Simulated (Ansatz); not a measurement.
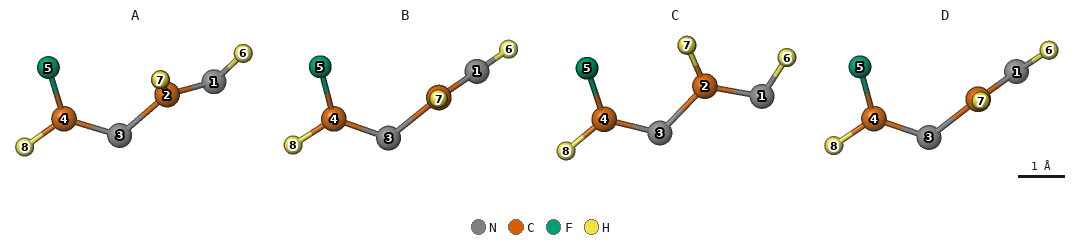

4 geometries from a converged minimum-energy path of C₂H₃FN₂, shuffled. The picture is a ball-and-stick view, seen from a free direction.

Computed with RKS CAM-B3LYP-D4/STO-3G (Ansatz). Run with 9 movable images; climbing image; force threshold 0.03 eV/Å; iteration limit 48; starting path through a guess of the saddle point.

> One of them is the converged climbing image. Which?

B. In order along the path, whose images run from 0 to 10: B (image 5, +1.61 eV), D (image 7, +0.19 eV), A (image 8, +0.19 eV), C (image 10, +0.18 eV). The motion is an in-plane inversion: the angle C2–N1–H6 opens from 105° to 178° on the way and closes on the other side (106° at the end). No bond forms or breaks between the ends. Bond angles that change up to the highest image, for instance: C2–N1–H6 105.1° → 178.5°, N3–C2–H7 118.2° → 110.5°.

Limits of the set-up: STO-3G is a minimal basis, so the numbers are rough.

The run took about 8 core-minutes on a shared host.
